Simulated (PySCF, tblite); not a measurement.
# C₅H₉BO₂: a rotation path, then NMR shifts on frames

How do NMR shifts of C₅H₉BO₂ (`CC#CCCB(O)O`) change as the atoms move?

Programs: tblite 0.8.0 and PySCF 2.14.0, with density-fitted response routines of our own. Each step states its level of theory. These are calculated values for one molecule in the gas phase, unless marked as measured. Atoms count from 0, in the outputs and in this text.

### Step 1. Starting geometry

17 atoms, charge 0, multiplicity 1; geometry from: GFN2-xTB.

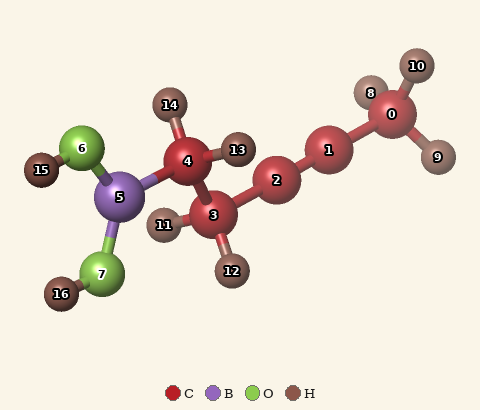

The starting geometry (carbon red, boron purple, oxygen green, hydrogen brown), atoms numbered.

### Step 2. The rotation path with GFN2-xTB

Job settings and geometry (Å):

```
{"job": {"kind": "neb", "xc": "GFN2-xTB", "basis": "xTB", "atoms": [2, 3, 4, 5], "turn": 120}, "charge": 0, "multiplicity": 1}
C      3.877023    -0.097196     0.214856
C      2.453005    -0.178833    -0.040555
C      1.277750    -0.257512    -0.262069
C     -0.151218    -0.330355    -0.497562
C     -0.944561     0.298839     0.657058
B     -2.527999     0.217434     0.475835
O     -3.297124     0.988051     1.285511
O     -3.043219    -0.616205    -0.460624
H      4.330007     0.666095    -0.418246
H      4.350988    -1.056145     0.004277
H      4.054704     0.160758     1.259047
H     -0.388162     0.188246    -1.430155
H     -0.446941    -1.375726    -0.613954
H     -0.668571    -0.205277     1.586796
H     -0.637424     1.338794     0.781341
H     -4.247980     0.924157     1.182818
H     -3.997275    -0.653095    -0.541008
```

With the program's defaults for keys left out, this is: GFN2-xTB climbing-image nudged elastic band, gas phase.

The run is started by

```console
> OMP_NUM_THREADS=1 python probes_run.py task.json out
```

The driver reads the jobs from task.json and runs them one after another.

The log of the run:

```text
image   E - E0 / eV
  0      -0.0000
  1       0.0096
  2       0.0383
  3       0.0753
  4       0.0981
  5       0.0860
  6       0.0523
  7       0.0584
  8       0.0133
```

Wall time 7.8 s (1 thread of Intel Xeon 6975P-C, shared host).

The final band, with the dihedral C2–C3–C4–B5:

```csv
image,dihedral (°),energy (eV),energy (kcal/mol)
0,-179,0.000,0.0
1,-165,0.010,0.2
2,-151,0.038,0.9
3,-136,0.075,1.7
4,-119,0.098,2.3
5,-100,0.086,2.0
6,-80,0.052,1.2
7,-58,0.058,1.3
8,-63,0.013,0.3
```

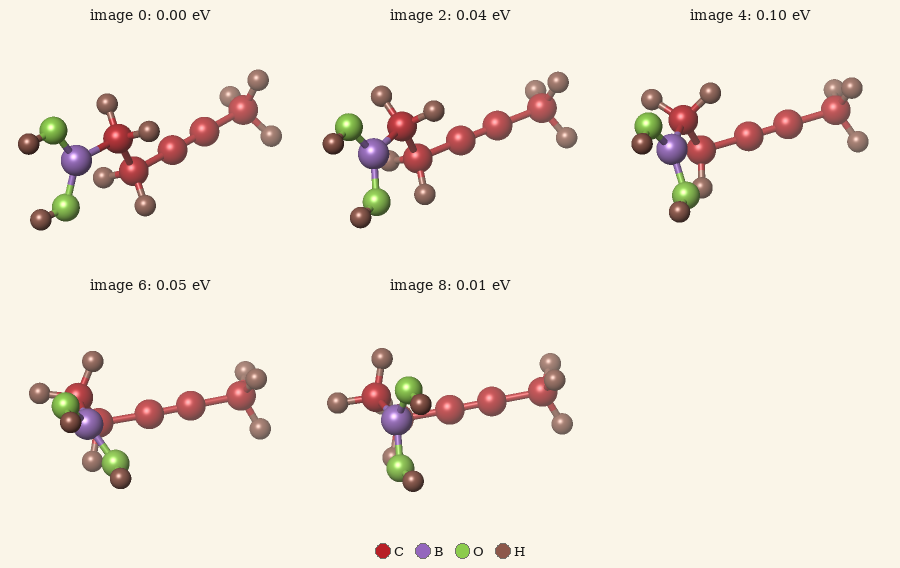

Images along the band.

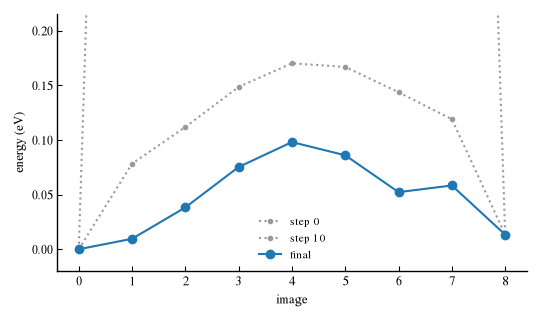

Energy along the band, early and final.

### Step 3. Shielding tensors: image 0, PBE0/pcSseg-1

Job settings and geometry (Å):

```
{"job": {"kind": "nmr", "xc": "PBE0", "basis": "pcSseg-1", "pop": false}, "charge": 0, "multiplicity": 1}
C      3.877000    -0.097200     0.214900
C      2.453000    -0.178800    -0.040600
C      1.277800    -0.257500    -0.262100
C     -0.151200    -0.330400    -0.497600
C     -0.944600     0.298800     0.657100
B     -2.528000     0.217400     0.475800
O     -3.297100     0.988100     1.285500
O     -3.043200    -0.616200    -0.460600
H      4.330000     0.666100    -0.418200
H      4.351000    -1.056100     0.004300
H      4.054700     0.160800     1.259000
H     -0.388200     0.188200    -1.430200
H     -0.446900    -1.375700    -0.614000
H     -0.668600    -0.205300     1.586800
H     -0.637400     1.338800     0.781300
H     -4.248000     0.924200     1.182800
H     -3.997300    -0.653100    -0.541000
```

Method: GIAO PBE0/pcSseg-1 NMR shielding, non-relativistic, gas phase.

The log of the run:

```text
coarse grid: 14272 points
cycle   1  E = -370.6012153076  dE =  1.085e+00  |g| = 9.115e-01  |ddm| = 4.076e+00
cycle   2  E = -370.5179884802  dE =  8.323e-02  |g| = 1.163e+00  |ddm| = 1.655e+00
cycle   3  E = -370.7602328725  dE = -2.422e-01  |g| = 9.177e-02  |ddm| = 8.586e-01
cycle   4  E = -370.7617876845  dE = -1.555e-03  |g| = 3.352e-02  |ddm| = 1.153e-01
cycle   5  E = -370.7619764534  dE = -1.888e-04  |g| = 1.890e-02  |ddm| = 4.087e-02
cycle   6  E = -370.7620571045  dE = -8.065e-05  |g| = 4.922e-03  |ddm| = 1.666e-02
cycle   7  E = -370.7620628439  dE = -5.739e-06  |g| = 9.044e-04  |ddm| = 4.446e-03
final grid: 138016 points
cycle   8  E = -370.8282933563  dE = -4.275e-05  |g| = 9.679e-03  |ddm| = 5.408e-02
cycle   9  E = -370.8282819142  dE =  1.144e-05  |g| = 1.240e-02  |ddm| = 1.827e-02
cycle  10  E = -370.8283137389  dE = -3.182e-05  |g| = 1.496e-03  |ddm| = 9.299e-03
cycle  11  E = -370.8283142078  dE = -4.689e-07  |g| = 4.662e-04  |ddm| = 1.433e-03
cycle  12  E = -370.8283142544  dE = -4.658e-08  |g| = 1.682e-04  |ddm| = 4.529e-04
cycle  13  E = -370.8283142607  dE = -6.247e-09  |g| = 2.816e-05  |ddm| = 1.411e-04
cycle  14  E = -370.8283142608  dE = -1.517e-10  |g| = 9.032e-06  |ddm| = 3.014e-05
converged SCF energy = -370.8283142608

GIAO shielding tensors (ppm)
atom      isotropic    diamagn.    paramagn.     s11        s22        s33       span
  0 C      181.962     253.315     -71.353    174.777    174.939    196.169     21.391
  1 C      106.216     268.013    -161.796     24.655     27.813    266.182    241.527
  2 C       97.884     258.053    -160.169      2.298     13.647    277.705    275.407
  3 C      170.409     255.589     -85.180    158.775    169.420    183.032     24.257
  4 C      167.807     253.426     -85.620    153.971    160.434    189.015     35.044
  5 B       71.541     194.061    -122.520     53.062     69.521     92.041     38.980
  6 O      215.172     381.487    -166.315    127.634    253.635    264.247    136.613
  7 O      214.861     386.710    -171.849    128.332    255.667    260.583    132.251
  8 H       29.782      28.392       1.390     24.584     28.038     36.724     12.139
  9 H       29.778      27.719       2.059     24.524     28.025     36.784     12.259
 10 H       29.769      29.716       0.053     24.470     28.367     36.470     12.000
 11 H       29.613      32.063      -2.450     23.701     30.243     34.895     11.194
 12 H       29.379      31.777      -2.398     23.157     30.372     34.608     11.451
 13 H       30.608      32.396      -1.787     26.298     30.503     35.024      8.726
 14 H       30.554      32.847      -2.293     25.872     30.856     34.934      9.062
 15 H       28.415      28.302       0.113     22.988     23.311     38.944     15.956
 16 H       28.489      29.441      -0.952     23.123     23.359     38.985     15.862
```

It took 16 s on 1 thread of Intel Xeon 6975P-C, shared host; peak memory 0.82 GiB.

Shifts follow as δ = σ(reference) − σ, with reference shieldings (ppm) from runs at the same level and on the same kind of geometry: 1H TMS 31.72, 13C TMS 186.9, 17O H2O 336.1, 11B BF3·OEt2 100.1. The references are single molecules in the gas phase, so shifts against H2O, NH3, PH3, H3PO4 or CFCl3 are not on the usual liquid scales and can be off by tens of ppm. Each atom is listed at this fixed geometry, with no averaging over motion; a spectrum would average atoms that exchange fast.

```csv
atoms,environment,σ (ppm),δ (ppm)
C2,alkyne carbon,97.9,89.0
C1,alkyne carbon,106.2,80.7
C4,sp3 CH2 bonded to B,167.8,19.1
C3,propargylic sp3 CH2,170.4,16.5
C0,propargylic methyl carbon,182.0,5.0
H15,hydrogen on an oxygen bonded to B,28.41,3.30
H16,hydrogen on an oxygen bonded to B,28.49,3.23
H12,hydrogen on a propargylic sp3 CH2,29.38,2.34
H11,hydrogen on a propargylic sp3 CH2,29.61,2.10
H10,hydrogen on a propargylic methyl carbon,29.77,1.95
H9,hydrogen on a propargylic methyl carbon,29.78,1.94
H8,hydrogen on a propargylic methyl carbon,29.78,1.93
H14,hydrogen on an sp3 CH2 bonded to B,30.55,1.16
H13,hydrogen on an sp3 CH2 bonded to B,30.61,1.11
B5,"boron bonded to C, 2 O",71.5,28.5
O7,"oxygen bonded to B, H",214.9,121.2
O6,"oxygen bonded to B, H",215.2,120.9
```

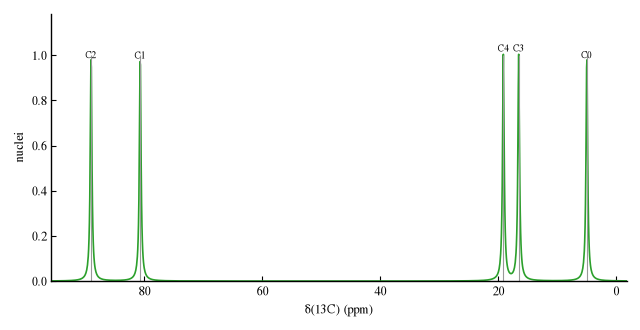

13C lines at the computed shifts, without couplings. Lines are broadened to a width of 0.34 ppm (Lorentzian).

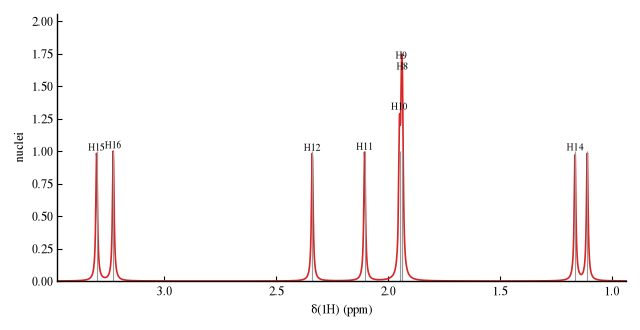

1H lines at the computed shifts, without couplings. Lines are broadened to a width of 0.01 ppm (Lorentzian).

### Step 4. NMR shieldings: image 2, PBE0/pcSseg-1

Job settings and geometry (Å):

```
{"job": {"kind": "nmr", "xc": "PBE0", "basis": "pcSseg-1", "pop": false}, "charge": 0, "multiplicity": 1}
C      3.792400    -0.340600     0.342000
C      2.405800    -0.188300    -0.049400
C      1.259900    -0.071800    -0.381400
C     -0.148100     0.027700    -0.711800
C     -0.957000     0.640400     0.445600
B     -2.476300     0.159100     0.513800
O     -3.333700     0.872800     1.285200
O     -2.840900    -0.963600    -0.153900
H      4.411000     0.410500    -0.148600
H      4.151300    -1.331400     0.062100
H      3.887600    -0.225300     1.422000
H     -0.273500     0.629000    -1.615900
H     -0.526100    -0.975900    -0.921900
H     -0.484700     0.349900     1.387800
H     -0.894300     1.728300     0.408200
H     -4.232900     0.549200     1.359100
H     -3.747500    -1.258100    -0.059600
```

With the program's defaults for keys left out, this is: GIAO PBE0/pcSseg-1 NMR shielding, non-relativistic, gas phase.

The log of the run:

```text
coarse grid: 14272 points
cycle   1  E = -370.6001992115  dE =  1.088e+00  |g| = 9.106e-01  |ddm| = 4.037e+00
cycle   2  E = -370.5167880646  dE =  8.341e-02  |g| = 1.163e+00  |ddm| = 1.673e+00
cycle   3  E = -370.7588864196  dE = -2.421e-01  |g| = 9.174e-02  |ddm| = 9.252e-01
cycle   4  E = -370.7604446984  dE = -1.558e-03  |g| = 3.319e-02  |ddm| = 1.204e-01
cycle   5  E = -370.7606335294  dE = -1.888e-04  |g| = 1.833e-02  |ddm| = 3.968e-02
cycle   6  E = -370.7607086713  dE = -7.514e-05  |g| = 5.061e-03  |ddm| = 1.625e-02
cycle   7  E = -370.7607147479  dE = -6.077e-06  |g| = 9.009e-04  |ddm| = 4.475e-03
final grid: 138016 points
cycle   8  E = -370.8263170204  dE = -4.476e-05  |g| = 9.226e-03  |ddm| = 4.445e-02
cycle   9  E = -370.8263073049  dE =  9.716e-06  |g| = 1.171e-02  |ddm| = 1.734e-02
cycle  10  E = -370.8263355591  dE = -2.825e-05  |g| = 1.186e-03  |ddm| = 9.063e-03
cycle  11  E = -370.8263358341  dE = -2.750e-07  |g| = 4.095e-04  |ddm| = 1.168e-03
cycle  12  E = -370.8263358666  dE = -3.255e-08  |g| = 1.874e-04  |ddm| = 4.114e-04
cycle  13  E = -370.8263358747  dE = -8.115e-09  |g| = 2.816e-05  |ddm| = 1.561e-04
cycle  14  E = -370.8263358749  dE = -1.551e-10  |g| = 9.221e-06  |ddm| = 3.019e-05
converged SCF energy = -370.8263358749

GIAO shielding tensors (ppm)
atom      isotropic    diamagn.    paramagn.     s11        s22        s33       span
  0 C      181.965     253.070     -71.105    174.692    175.079    196.125     21.433
  1 C      106.873     267.837    -160.965     24.424     30.311    265.883    241.459
  2 C       97.063     261.216    -164.153     -1.518     14.892    277.814    279.332
  3 C      171.816     254.409     -82.593    160.535    171.906    183.008     22.472
  4 C      168.038     253.540     -85.502    149.457    164.679    189.979     40.523
  5 B       71.471     194.416    -122.946     52.693     69.483     92.236     39.544
  6 O      215.800     381.264    -165.465    128.591    255.198    263.609    135.018
  7 O      214.102     387.506    -173.405    127.111    253.734    261.460    134.349
  8 H       29.792      27.631       2.161     24.590     27.958     36.828     12.238
  9 H       29.767      28.140       1.627     24.473     28.084     36.745     12.271
 10 H       29.765      30.020      -0.255     24.485     28.409     36.399     11.914
 11 H       29.759      30.995      -1.236     24.403     29.139     35.736     11.333
 12 H       29.070      32.166      -3.096     22.461     30.130     34.619     12.159
 13 H       30.754      33.130      -2.375     25.884     31.451     34.927      9.043
 14 H       30.311      32.026      -1.715     25.748     29.930     35.254      9.506
 15 H       28.415      28.398       0.018     22.896     23.389     38.961     16.065
 16 H       28.445      29.806      -1.361     23.165     23.345     38.823     15.658
```

It took 16 s on 1 thread of Intel Xeon 6975P-C, shared host; peak memory 0.83 GiB.

Key values: δ C2 89.9, C1 80.1, C4 18.9, C3 15.1, H15 3.30, H16 3.27 ppm.

(Part 1 of 2 ends here.)
